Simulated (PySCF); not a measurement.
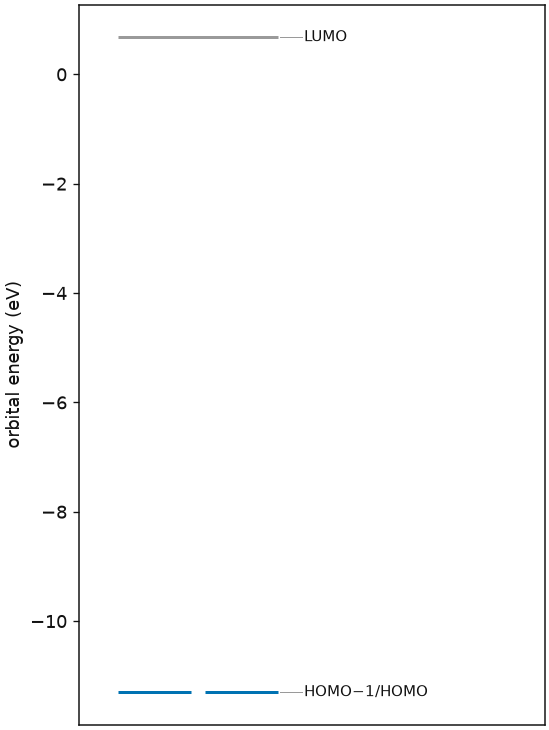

Kohn-Sham orbital energies near the frontier, CAM-B3LYP/def2-SVPD, PySCF 2.14.0, at a GFN2-xTB geometry (no frequency check), isolated molecule; empty levels in grey, levels within 0.03 eV side by side.

### Which molecule has this level scheme?
A. CH₃NSi (silyl cyanide), SMILES N#C[SiH3]
B. C₅H₆N₂O₂, SMILES CC(=O)c1noc(C)n1
C. C₃H₃F₃, SMILES C=CC(F)(F)F

Option A. HOMO −11.30 eV, LUMO 0.68 eV, separation 11.98 eV.

Caveats: the tight-binding geometry is rougher than a DFT one and adds to the error; empty levels above zero depend strongly on the basis.
